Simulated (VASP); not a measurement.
Band structure of InSb (zinc blende). All values below come from PBE GGA, VASP's PBE PAW potentials (set 64) (plane waves; VASP 6.6.1).

Unless said otherwise, spin-orbit coupling is left out, though it shifts the bands of the heavy elements here.

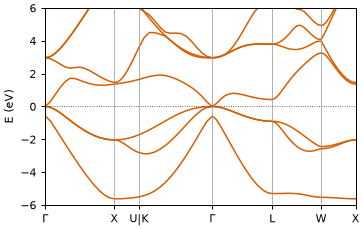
Fig. 1. Bands along high-symmetry lines, zero at the valence-band maximum or, without a gap, the Fermi level

Question: Read the plot: is there a gap, and where are the band edges?

Answer: It has no gap at this level: it comes out as a metal or semimetal. (Edges off the drawn lines would not show.)

The compound is InSb in the zinc blende structure. It was relaxed first, which changed the volume by +7 %.
